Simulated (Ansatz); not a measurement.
Consider TiO₂ in the anatase structure (space group I4_1/amd, No. 141; a = 3.799 Å, c = 9.701 Å). Axes: x, y, z lie along a, b, c of the conventional cell.

One thing is altered: the cell is compressed by 2.40 % along z with no lateral relaxation, atoms relaxed at fixed cell.

Method: PBE, PAW, 420 eV (Ansatz, a quantum-chemistry and plane-wave program; without spin-orbit coupling).

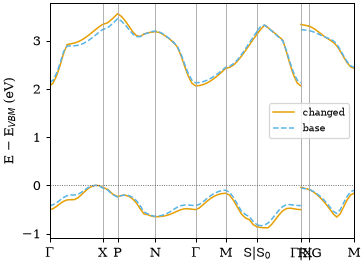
Highest valence and lowest conduction band along the path, each from its own valence-band maximum

The gap is 2.06 eV, indirect, Γ–X (87 % along) → Γ; the base has 2.13 eV.

The cells carry an imposed strain or load. No phonon test of stability was made. The final runs are not spin-polarised.
